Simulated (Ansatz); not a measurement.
# Al under a change: Li interstitial (started 2.00 Å from the nearest host atom)

Consider a 12-atom supercell of Al in the fcc (Cu type) structure (space group Fm-3m, No. 225; a = 3.992 Å) at its relaxed geometry.

Now apply this change: a neutral Li interstitial (started 2.00 Å from the nearest host atom), atoms relaxed at fixed cell, starting from a slightly rattled geometry.

The values are results of Ansatz (an electronic-structure program), r2SCAN, PAW, cutoff 500 eV, without spin-orbit coupling, not measurements. k-mesh 7×5×7 (Γ-centred); smearing 0.05 eV (Fermi–Dirac).

The pressure grows by 10.22 GPa (-0.2 GPa → 10.1 GPa) and the largest displacement of a host atom from its site in the perfect cell is 0.42 Å. The final site of the added atom is 9 Al at 2.13–3.34 Å.

Final structure:

```yaml
crystal:
  lattice:
    - [0.00000, 3.99201, 3.99201]
    - [3.99201, -3.99201, 3.99201]
    - [3.99201, 3.99201, 0.00000]
  atoms:
    - { symbol: Al, position: [0.99983, 0.00454, 0.99746] }
    - { symbol: Al, position: [0.99871, 0.99457, 0.51449] }
    - { symbol: Al, position: [0.19366, 0.28154, 0.18161] }
    - { symbol: Al, position: [0.16825, 0.32865, 0.64993] }
    - { symbol: Al, position: [0.30975, 0.65521, 0.30696] }
    - { symbol: Al, position: [0.35389, 0.70106, 0.79611] }
    - { symbol: Al, position: [0.51481, 0.99015, 0.99664] }
    - { symbol: Al, position: [0.49629, 0.01815, 0.50081] }
    - { symbol: Al, position: [0.65100, 0.32248, 0.16033] }
    - { symbol: Al, position: [0.66613, 0.34674, 0.64604] }
    - { symbol: Al, position: [0.79586, 0.70943, 0.35772] }
    - { symbol: Al, position: [0.82658, 0.66815, 0.82449] }
    - { symbol: Li, position: [0.02499, 0.49962, 0.04165] }
```

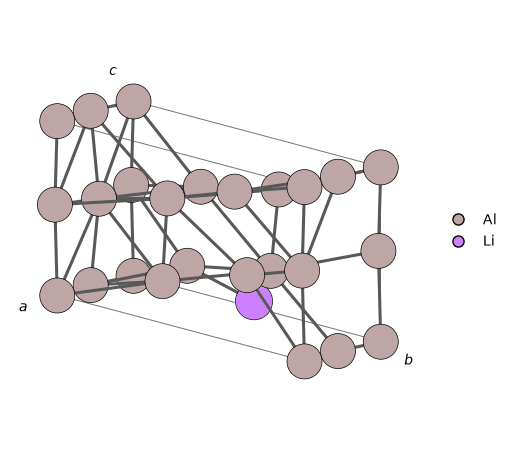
Figure. The relaxed cell after the change

In so small a cell the defect repeats every few ångströms: this is an ordered compound, not a dilute defect. The defect cell is not spin-polarised.
